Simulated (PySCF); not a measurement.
C₄H₁₁FO₂Si₂

```yaml
atoms:
  - { symbol: C, position_ang: [-3.2321, 0.3013, -1.4952] }
  - { symbol: O, position_ang: [-1.8425, 0.1933, -1.4009] }
  - { symbol: Si, position_ang: [-0.8869, 0.3838, -0.0964] }
  - { symbol: C, position_ang: [-1.3325, -0.8008, 1.3330] }
  - { symbol: Si, position_ang: [1.1204, -0.0948, -1.1288] }
  - { symbol: C, position_ang: [2.4693, 0.4380, 0.1807] }
  - { symbol: F, position_ang: [2.1525, -0.1714, 1.3852] }
  - { symbol: C, position_ang: [3.7725, -0.0113, -0.3193] }
  - { symbol: O, position_ang: [4.3865, 0.5206, -1.2090] }
  - { symbol: H, position_ang: [-3.5590, 1.3070, -1.2236] }
  - { symbol: H, position_ang: [-3.5179, 0.0970, -2.5272] }
  - { symbol: H, position_ang: [-3.7227, -0.4160, -0.8341] }
  - { symbol: H, position_ang: [-1.0412, 1.7547, 0.4406] }
  - { symbol: H, position_ang: [-2.2441, -0.5041, 1.8482] }
  - { symbol: H, position_ang: [-0.5383, -0.8336, 2.0724] }
  - { symbol: H, position_ang: [-1.4786, -1.8156, 0.9681] }
  - { symbol: H, position_ang: [1.5266, 0.6149, -2.3456] }
  - { symbol: H, position_ang: [1.4009, -1.5198, -1.3777] }
  - { symbol: H, position_ang: [2.4358, 1.5159, 0.3455] }
  - { symbol: H, position_ang: [4.1259, -0.9483, 0.1520] }
```

Geometry: GFN2-xTB.

All numbers below come from PBE0/pcSseg-1, SCF density, gas phase, non-relativistic in PySCF 2.14.0.

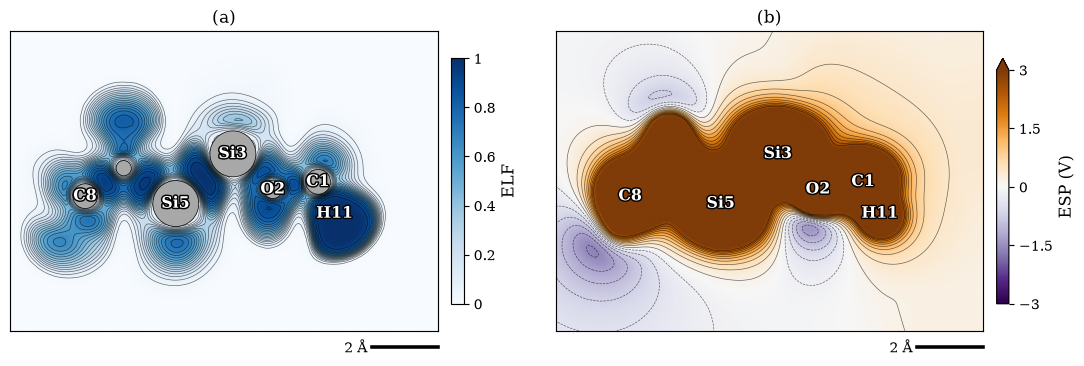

Figure 1. (a) electron localisation function; (b) electrostatic potential on the plane of atoms C1, O2 and Si3. Grey discs cover the atomic cores in the ELF map.

Q: Describe what can be read from this map.

A:
- Atoms in the plane: C, O, Si and H.
- Si–O (1.63 Å): the ELF peaks at about 0.85 between the atoms; a polar covalent bond.
- Si–Si (2.31 Å): the ELF peaks at about 1 between the atoms: a shared electron pair.
- C–H (1.09 Å): the ELF climbs to about 1 towards the hydrogen, as it does in any bond to H (an ordinary covalent bond to hydrogen).
- The ELF also peaks beside O2 and F7, away from the bonds: lone-pair regions.
- Outside the dense part of the molecule the potential is most negative (−1.6 V) near O9, which lies off the plane.

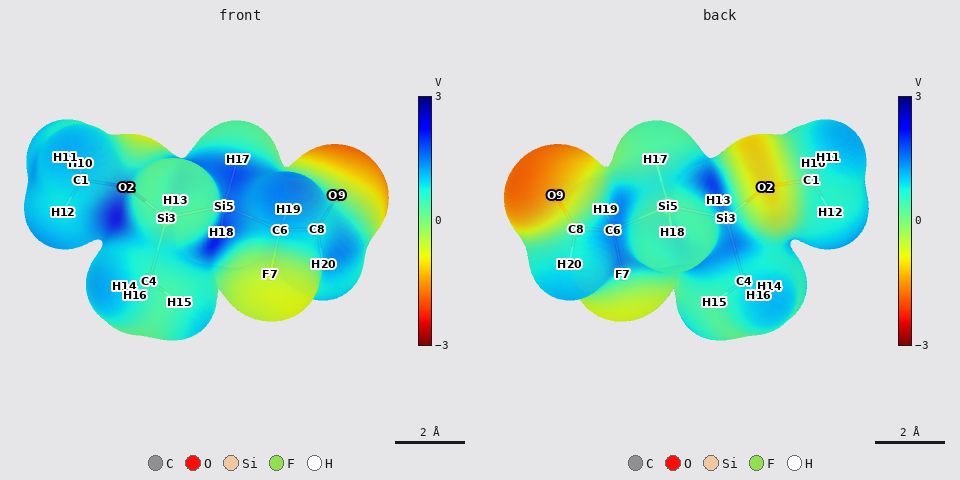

Figure 2. The electrostatic potential painted on the density surface at 0.004 e/bohr³, seen from the front and from behind; the colour scale runs from red (negative) to blue (positive).

Q: Which sites attract a positive test charge, and which a negative one?

A: A positive charge is drawn to the negative regions and a negative charge to the positive ones. The most negative region (about −1.8 V) lies over O9, the most positive (about +2.1 V) over Si3. O9 is the likeliest acceptor of a hydrogen bond.

Q: What dipole moment does the calculation give?

A: Its dipole moment is 4.00 D.
